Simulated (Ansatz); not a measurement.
# SnH− (triplet): one geometry, many settings at distance Sn1–H2 = 2.458 Å

Aim: run SnH− (triplet) at one geometry under a spread of methods and options, and see what each costs and gives.

The runs use Ansatz 0.2.0, Gaussian basis; the settings change from run to run.

26 further runs of the same task are left out: 20 that didn't finish, 6 set aside as unsound or not needed.

### Step 1. The geometry

The geometry derives from a PBE0/def2-TZVPD stationary point (not a proven minimum). One bond is set to the value named and the two fragments are kept rigid. No spin-orbit coupling is included. Elements past krypton take def2 core potentials.

2 atoms, charge -1, spin multiplicity 3.

Atoms are counted from 1 here; the program's logs count them from 0.

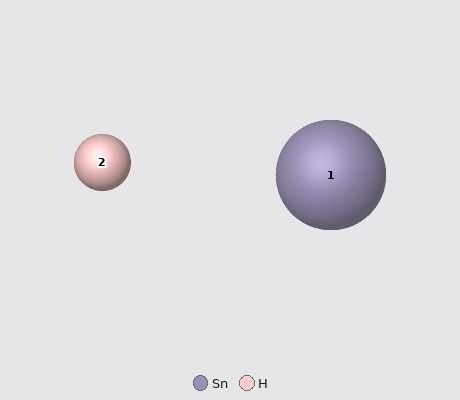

The structure; tin purple, hydrogen pink; atoms are numbered from 1 in the order of the file.

Coordinates:

```xyz
2
HSn
Sn    0.00000    0.00000    0.00000
H     0.00000    0.00000    2.45800
```

### Step 2. HF/def2-SVPD

The input, in.yaml:

```yaml
crystal:
  periodic: [false, false, false]
  atoms:
    - {symbol: Sn, position_ang: [0.000000, 0.000000, 0.000000]}
    - {symbol: H, position_ang: [0.000000, 0.000000, 2.458000]}
basis:
  gaussian: {orbitals: def2-SVPD}
total_charge: -1
magnetization: {spin_polarized: false, initial_magnetization: 2}
hamiltonian: {xc: hf}
output: {orbitals: {seedname: orbitals}}
```

Started as:

```
ansatz run in.yaml --threads 1 --pin off --events-out ev --progress --plain --max-ram 2393MiB
```

Standard output:

```text
Functional definition: HF
  name "HF"
  cite "Fock, Z. Phys. 61, 126 (1930) doi:10.1007/BF01340294"
  parent pbe
  exchange = exact_x
  correlation = 0
505 factors; integrals over basis functions are off by at most 3.6e-4 eV
mean field evaluation 1: about -5819.6431 eV, gradient 8.7e0 eV
mean field evaluation 2: about -5819.6487 eV, gradient 8.7e0 eV
mean field evaluation 4: about -5820.1818 eV, gradient 7.4e-1 eV
mean field evaluation 8: about -5820.1887 eV, gradient 1.6e-1 eV
mean field -5820.18887611 eV, -213.8879961314 hartree, gradient 9.0e-6 eV, S^2 2.000000; 0 other end points of the search recorded, 0 dependent functions left out
reference -5820.18887611 eV, -213.8879961314 hartree; 13, 11 occupied and 27, 29 virtual orbitals, 505 factors
Total energy: -5820.18887611 eV, -213.8879961314 hartree
```

Wall time 1.2 s (1 thread of AMD EPYC, shared host).

### Step 3. NEVPT4(SD)(2,4)/def2-SVPD

Changes to in.yaml since step 2:

```diff
@@ -9,3 +9,3 @@
 magnetization: {spin_polarized: false, initial_magnetization: 2}
-hamiltonian: {xc: hf}
-output: {orbitals: {seedname: orbitals}}
+correlation: {method: fic_nevpt4_sd, electrons: outside_noble_gas, active_space: {window: {electrons: 2, orbitals: 4}}}
+accuracy: high
```

Same command.

Standard output:

```text
Functional definition: HF
  name "HF"
  cite "Fock, Z. Phys. 61, 126 (1930) doi:10.1007/BF01340294"
  parent pbe
  exchange = exact_x
  correlation = 0
893 factors; integrals over basis functions are off by at most 2.9e-9 eV
mean field evaluation 1: about -5819.6368 eV, gradient 8.7e0 eV
mean field evaluation 2: about -5819.6509 eV, gradient 8.7e0 eV
mean field evaluation 4: about -5820.1812 eV, gradient 7.4e-1 eV
mean field evaluation 8: about -5820.1887 eV, gradient 1.6e-1 eV
mean field evaluation 16: about -5820.1889 eV, gradient 2.0e-8 eV
mean field -5820.18887933 eV, -213.8879962496 hartree, gradient 2.0e-8 eV, S^2 2.000000; 0 other end points of the search recorded, 0 dependent functions left out
reference -5820.18887933 eV, -213.8879962496 hartree; 13, 11 occupied and 27, 29 virtual orbitals, 893 factors
state -5820.29152535 eV, -213.8917684214 hartree
state -5820.29152535 eV, -213.8917684214 hartree; corrected -5822.78602593 eV, -213.9834396269 hartree
Total energy: -5822.78602593 eV, -213.9834396269 hartree
```

Wall time 6.5 s (1 thread of AMD EPYC, shared host).

From the report: 4 determinants; active occupations 0.99, 0.99, 0.01, 0.01.

### Step 4. CASCI(4,5)/def2-SVPD

The input, in.yaml:

```yaml
crystal:
  periodic: [false, false, false]
  atoms:
    - {symbol: Sn, position_ang: [0.000000, 0.000000, 0.000000]}
    - {symbol: H, position_ang: [0.000000, 0.000000, 2.458000]}
basis:
  gaussian: {orbitals: def2-SVPD}
total_charge: -1
magnetization: {spin_polarized: false, initial_magnetization: 2}
correlation: {active_space: {window: {electrons: 4, orbitals: 5}, fixed_orbitals: true, states: [{multiplicity: 3, weights: [1, 0.5]}]}}
scf: {lower_state_search: full}
output: {forces: true}
```

The command is unchanged.

Standard output (excerpt; [...] marks lines left out):

```text
Functional definition: HF
  name "HF"
  cite "Fock, Z. Phys. 61, 126 (1930) doi:10.1007/BF01340294"
  parent pbe
[...]
845 factors; integrals over basis functions are off by at most 1.9e-7 eV
[...]
mean field -5820.18887932 eV, -213.8879962493 hartree, gradient 2.3e-6 eV, S^2 2.000000; 5 other end points of the search recorded, 0 dependent functions left out
reference -5820.18887932 eV, -213.8879962493 hartree; 13, 11 occupied and 27, 29 virtual orbitals, 845 factors
state -5820.30914023 eV, -213.8924157562 hartree
state -5818.00717657 eV, -213.8078201522 hartree
[...]
Total energy: -5819.54181901 eV, -213.8642172216 hartree
Atom 0 at     0.000000     0.000000     0.000000 Å, force     0.000000    -0.000000     1.048747 eV/Å
Atom 1 at     0.000000     0.000000     2.458000 Å, force    -0.000000     0.000000    -1.048747 eV/Å
Dipole moment:     0.000000    -0.000000    -0.747171 e Å
```

Run time: 6 s. Hardware: 1 thread of AMD EPYC, shared host.

From the report: 24 determinants; active occupations (of the averaged states) 1.98, 1.00, 0.67, 0.34, 0.00.

### Step 5. CCSD(T) on ROHF/def2-SVPD

The input, in.yaml:

```yaml
crystal:
  periodic: [false, false, false]
  atoms:
    - {symbol: Sn, position_ang: [0.000000, 0.000000, 0.000000]}
    - {symbol: H, position_ang: [0.000000, 0.000000, 2.458000]}
basis:
  gaussian: {orbitals: def2-SVPD}
total_charge: -1
magnetization: {spin_polarized: false, initial_magnetization: 2}
correlation: {method: ccsd_t, electrons: outside_noble_gas}
scf: {lower_state_search: off}
```

Launched as before.

Standard output (excerpt; [...] marks lines left out):

```text
Functional definition: HF
  name "HF"
  cite "Fock, Z. Phys. 61, 126 (1930) doi:10.1007/BF01340294"
  parent pbe
[...]
505 factors; integrals over basis functions are off by at most 3.6e-4 eV
[...]
mean field -5820.18887611 eV, -213.8879961314 hartree, gradient 9.0e-6 eV, S^2 2.000000; 0 other end points of the search recorded, 0 dependent functions left out
9 core orbitals not correlated: weight in the atoms' cores, before any rotation towards them, 1.000 or more for the frozen orbitals, at most 0.000 for the correlated occupied ones
reference -5820.18887611 eV, -213.8879961314 hartree; 4, 2 occupied and 27, 29 virtual orbitals, 505 factors
second order -1.89168379 eV of doubles, -0.05654010 eV of singles
cycle   1  -2.37145135 eV  change   -4.2e-1 eV  update   7.1e-2
[...]
cycle  11  -2.58548791 eV  change    1.6e-6 eV  update   6.6e-6
perturbative correction -0.07983621 eV, -0.0029339266 hartree
Total energy: -5822.85420023 eV, -213.9859449860 hartree
Checks for a lower state left out: stability, starts, cluster_reference, orbital_swaps, neighbouring_geometries, increment
```

Run time: 1.9 s. Hardware: 1 thread of AMD EPYC, shared host.

From the report: correlation -2.6653 eV; T1 0.037; largest double amplitude 0.09.

### Step 6. CISD/def2-SVPD

Changes to in.yaml since step 5:

```diff
@@ -9,3 +9,4 @@
 magnetization: {spin_polarized: false, initial_magnetization: 2}
-correlation: {method: ccsd_t, electrons: outside_noble_gas}
-scf: {lower_state_search: off}
+hamiltonian: {pseudopotentials: {relativity: scalar}}
+correlation: {active_space: {ras: {orbitals: [7, 2, 27], electrons: 16, max_holes: 2, max_particles: 2}, fixed_orbitals: true}}
+accuracy: high
```

Same command.

Standard output:

```text
Functional definition: HF
  name "HF"
  cite "Fock, Z. Phys. 61, 126 (1930) doi:10.1007/BF01340294"
  parent pbe
  exchange = exact_x
  correlation = 0
893 factors; integrals over basis functions are off by at most 2.9e-9 eV
mean field evaluation 1: about -5819.6368 eV, gradient 8.7e0 eV
mean field evaluation 2: about -5819.6509 eV, gradient 8.7e0 eV
mean field evaluation 4: about -5820.1813 eV, gradient 7.4e-1 eV
mean field evaluation 8: about -5820.1887 eV, gradient 1.6e-1 eV
mean field evaluation 16: about -5820.1889 eV, gradient 2.0e-8 eV
mean field -5820.18893389 eV, -213.8879982548 hartree, gradient 2.0e-8 eV, S^2 2.000000; 0 other end points of the search recorded, 0 dependent functions left out
reference -5820.18893389 eV, -213.8879982548 hartree; 13, 11 occupied and 27, 29 virtual orbitals, 893 factors
state -5823.29404124 eV, -214.0021088451 hartree
Total energy: -5823.29404124 eV, -214.0021088451 hartree
Relativity: scalar
```

It took 31 s on 1 thread of AMD EPYC, shared host.

From the report: 77,400 determinants.

### Step 7. CCSDT on ROHF/def2-SVP

The input, in.yaml:

```yaml
crystal:
  periodic: [false, false, false]
  atoms:
    - {symbol: Sn, position_ang: [0.000000, 0.000000, 0.000000]}
    - {symbol: H, position_ang: [0.000000, 0.000000, 2.458000]}
basis:
  gaussian: {orbitals: def2-SVP}
total_charge: -1
magnetization: {spin_polarized: false, initial_magnetization: 2}
correlation: {method: ccsdt, electrons: valence, diis_vectors: 2}
accuracy: high
```

The command is unchanged.

Standard output (excerpt; [...] marks lines left out):

```text
Functional definition: HF
  name "HF"
  cite "Fock, Z. Phys. 61, 126 (1930) doi:10.1007/BF01340294"
  parent pbe
[...]
675 factors; integrals over basis functions are off by at most 3.1e-9 eV
[...]
mean field -5820.12355300 eV, -213.8855955512 hartree, gradient 2.6e-8 eV, S^2 2.000000; 3 other end points of the search recorded, 0 dependent functions left out
[...]
determinant -5820.12355300 eV, -213.8855955512 hartree, with singles and doubles -5823.12646825 eV, -213.9959506514 hartree
determinant -5817.88823553 eV, -213.8034491495 hartree, with singles and doubles -5820.76694051 eV, -213.9092396063 hartree
determinant -5817.62745658 eV, -213.7938656999 hartree, with singles and doubles -5820.24026748 eV, -213.8898847293 hartree
determinant -5816.67456040 eV, -213.7588474111 hartree, with singles and doubles -5819.26245270 eV, -213.8539506989 hartree
4 core orbitals not correlated: weight in the atoms' cores, before any rotation towards them, 1.000 or more for the frozen orbitals, at most 0.000 for the correlated occupied ones
reference -5820.12355300 eV, -213.8855955512 hartree; 9, 7 occupied and 18, 20 virtual orbitals, 675 factors
second order -2.32601538 eV of doubles, -0.06680414 eV of singles
cycle   1  -2.76652217 eV  change   -3.7e-1 eV  update   7.6e-2
[...]
cycle  34  -3.11200769 eV  change  -6.4e-10 eV  update   1.2e-9
Total energy: -5823.23556068 eV, -213.9999597243 hartree
```

Wall time 32 s (1 thread of AMD EPYC, shared host).

From the report: correlation -3.1120 eV; T1 0.025; largest double amplitude 0.18.

### Step 8. All runs side by side

Where basis and cores are those of an earlier FCI/def2-SVPD run (-5822.8830 eV), and the state is the same kind, the miss against it is given.

```
                                        level         correlated  functions  energy (eV)  from FCI (meV)   time
                                 HF/def2-SVPD                            40   -5820.1889          2694.2  1.2 s
                    NEVPT4(SD)(2,4)/def2-SVPD  outside noble gas         40   -5822.7860            97.0  6.5 s
CASCI(4,5)/def2-SVPD (mean of several states)                            40   -5819.5418                    6 s
                    CCSD(T) on ROHF/def2-SVPD  outside noble gas         40   -5822.8542            28.8  1.9 s
              CISD/def2-SVPD (relativity set)            valence         40   -5823.2940                   31 s
                       CCSDT on ROHF/def2-SVP            valence         31   -5823.2356                   32 s
```

### Step 9. Summary of results

```
quantity                         value
    runs                             6
quickest           HF/def2-SVPD, 1.2 s
 slowest  CCSDT on ROHF/def2-SVP, 32 s
```

**Reading.** Total energies in different bases, with other cores or another treatment of relativity can't be set against each other. CCSDT on ROHF/def2-SVP took 26 times as long as HF/def2-SVPD; the jobs differ in more than the method. Among the correlated runs with a miss given, it spans +29 to +97 meV. Hartree-Fock, CASSCF and CASCI lack dynamic correlation by design.
